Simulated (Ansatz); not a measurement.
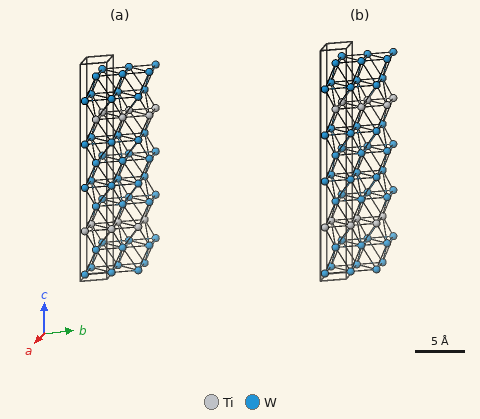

The structure of solid TiW4 (a generated structure, set up in P6_3/mmc) before (left) and after (right) a relaxation, at one scale.

Style: ball-and-stick. Shown: the cell of the calculation, repeated 2 × 3 × 1 with one cell outlined, slightly off an axis.

All numbers below come from DFT PBE, scalar-relativistic, plane waves, PAW in Ansatz.

Input
```yaml
crystal:
  lattice:
    - [2.88071323, 0.0, 0.0]
    - [-1.44035661, 2.49477084, 0.0]
    - [0.0, 0.0, 23.25919262]
  atoms:
    - { symbol: Ti, position: [0.33333333, 0.66666667, 0.75] }
    - { symbol: Ti, position: [0.66666667, 0.33333333, 0.25] }
    - { symbol: W, position: [0.33333333, 0.66666667, 0.95] }
    - { symbol: W, position: [0.33333333, 0.66666667, 0.15] }
    - { symbol: W, position: [0.33333333, 0.66666667, 0.35] }
    - { symbol: W, position: [0.33333333, 0.66666667, 0.55] }
    - { symbol: W, position: [0.66666667, 0.33333333, 0.05] }
    - { symbol: W, position: [0.66666667, 0.33333333, 0.45] }
    - { symbol: W, position: [0.66666667, 0.33333333, 0.65] }
    - { symbol: W, position: [0.66666667, 0.33333333, 0.85] }
basis:
  ecutwfc: 420
kpoints:
  mp_grid: { grid: [12, 12, 2] }
hamiltonian:
  xc: pbe
scf:
  occupations: { method: gaussian, width: 0.1 }
output:
  forces: true
  stress: true
  eigenvalues: true
relax:
  adjacent_minimum: "off"
  f_tol: 0.01
  max_steps: 80
  cell: { stress_tol: 0.05 }
```

Run as
```bash
ansatz run input.yaml --threads 1 --pin off --max-ram 2560MiB --backend cpu --events-out ev --progress --plain --runs-dir out
```

Question: What changed between the two?

Answer: Over 5 accepted moves (6 points after the start) the energy falls by 0.483 eV per cell of the calculation. Largest force component: 0.21 eV/Å at the start, 0.00053 eV/Å at the end. Pressure: −3.44 GPa at the start and 0.01 GPa at the end. At 1 point the geometry stayed and the basis and grid were re-selected for the new cell (energy shift of 0.2 meV per cell of the calculation at most each time). No atom moves by more than 0.005 Å relative to the cell. Cell: a = b 2.881 → 2.782 Å (−3.4 %), c 23.259 → 24.705 Å (+6.2 %). Volume −0.9 %. Near-neighbour distances that change, for instance: W10–W10 2.881 → 2.782 Å, Ti1–Ti1 2.881 → 2.782 Å, W3–W10 2.859 → 2.948 Å, Ti1–W10 2.859 → 2.946 Å. The space group stays P6_3/mmc (No. 194).
